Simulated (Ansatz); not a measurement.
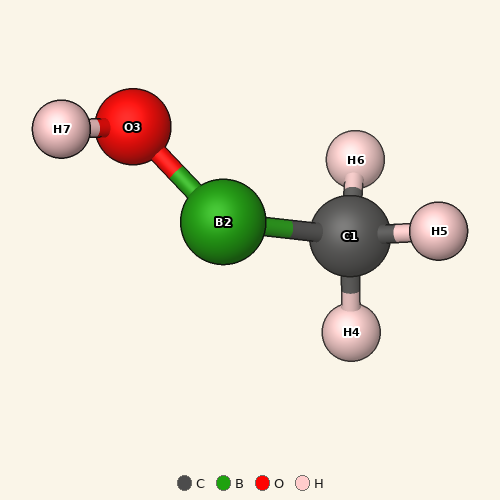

The system is CH₄BO, SMILES C[B]O, spin multiplicity 2; the picture shows the reference structure. 
- Coordinates scanned: (1) angle C1–B2–O3; (2) dihedral C1–B2–O3–H7.
- Nothing is relaxed (all other coordinates rigid).
- The grid has 15 × 15 points.
- Energies: kJ/mol, counted from the lowest grid point.
- Theory: Ansatz, UHF/def2-TZVP.

Its coordinates:

```xyz
7

C    -0.7293    0.3903   -0.3305
B     0.5450   -0.5211   -0.2333
O     1.3244   -0.5891    0.8499
H    -1.6084   -0.2142   -0.5354
H    -0.6320    1.0851   -1.1599
H    -0.8973    0.9553    0.5823
H     2.0590   -1.1744    0.7811
```

Range: angle C1–B2–O3 from 98.6 to 148.6°; dihedral C1–B2–O3–H7 from −180 to 156°.

**Predict the map.**

The lowest grid point is at angle C1–B2–O3 = 123.6°, dihedral C1–B2–O3–H7 = −180°. A higher local minimum lies near angle C1–B2–O3 = 127.2°, dihedral C1–B2–O3–H7 = −12° (10 kJ/mol above the lowest at that grid point). The highest grid point, angle C1–B2–O3 = 98.6°, dihedral C1–B2–O3–H7 = 84°, lies 145 kJ/mol above the lowest. On the interpolated surface the easiest way out of the lowest well to the well at about angle C1–B2–O3 = 127°, dihedral C1–B2–O3–H7 = 0° passes a barrier of about 50 kJ/mol. Round the minimum the two coordinates are nearly uncoupled.

| dihedral C1–B2–O3–H7 ↓, angle C1–B2–O3 → | 98.6 | 102.2 | 105.7 | 109.3 | 112.9 | 116.4 | 120.0 | 123.6 | 127.2 | 130.7 | 134.3 | 137.9 | 141.4 | 145.0 | 148.6 |
| --- | --- | --- | --- | --- | --- | --- | --- | --- | --- | --- | --- | --- | --- | --- | --- |
| 156 | 82 | 59 | 42 | 29 | 19 | 12 | 8 | 7 | 8 | 11 | 16 | 22 | 30 | 40 | 51 |
| 132 | 107 | 83 | 65 | 50 | 39 | 32 | 27 | 25 | 25 | 28 | 32 | 38 | 46 | 55 | 66 |
| 108 | 134 | 108 | 89 | 73 | 61 | 53 | 47 | 44 | 44 | 46 | 50 | 56 | 63 | 73 | 83 |
| 84 | 145 | 118 | 98 | 81 | 69 | 60 | 54 | 51 | 50 | 51 | 55 | 61 | 68 | 77 | 88 |
| 60 | 136 | 109 | 88 | 72 | 59 | 50 | 43 | 40 | 39 | 40 | 43 | 49 | 55 | 64 | 74 |
| 36 | 123 | 94 | 72 | 55 | 42 | 33 | 26 | 23 | 22 | 23 | 26 | 32 | 38 | 47 | 57 |
| 12 | 116 | 85 | 62 | 44 | 31 | 21 | 15 | 11 | 10 | 12 | 15 | 21 | 28 | 36 | 47 |
| −12 | 116 | 85 | 62 | 44 | 31 | 21 | 15 | 11 | 10 | 12 | 15 | 21 | 28 | 36 | 47 |
| −36 | 123 | 94 | 72 | 55 | 42 | 33 | 26 | 23 | 22 | 23 | 26 | 32 | 38 | 47 | 57 |
| −60 | 136 | 109 | 88 | 72 | 59 | 50 | 43 | 40 | 39 | 40 | 43 | 49 | 55 | 64 | 74 |
| −84 | 145 | 118 | 98 | 81 | 69 | 60 | 54 | 51 | 50 | 51 | 55 | 61 | 68 | 77 | 88 |
| −108 | 134 | 108 | 89 | 73 | 61 | 53 | 47 | 44 | 44 | 46 | 50 | 56 | 63 | 73 | 83 |
| −132 | 107 | 83 | 65 | 50 | 39 | 32 | 27 | 25 | 25 | 28 | 32 | 38 | 46 | 55 | 66 |
| −156 | 82 | 59 | 42 | 29 | 19 | 12 | 8 | 7 | 8 | 11 | 16 | 22 | 30 | 40 | 51 |
| −180 | 72 | 50 | 33 | 20 | 11 | 5 | 1 | 0 | 1 | 4 | 9 | 16 | 24 | 34 | 45 |

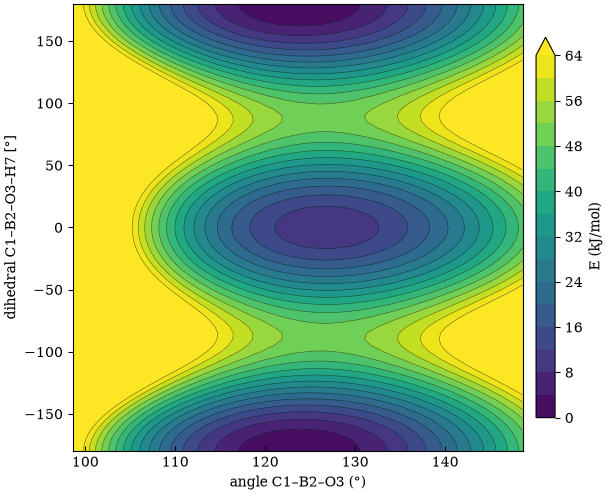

The picture shows filled contours, one colour for all values above the top of the scale. Between grid points the surface is interpolated.

Each point was launched as `ansatz run input.yaml --threads 1 --pin off --max-ram 2560MiB --backend cpu --events-out ev --progress --plain --runs-dir out`. Time for the 225 points that were run: 6.1 min on 1 thread of Arm Neoverse V1, with other jobs on the host.
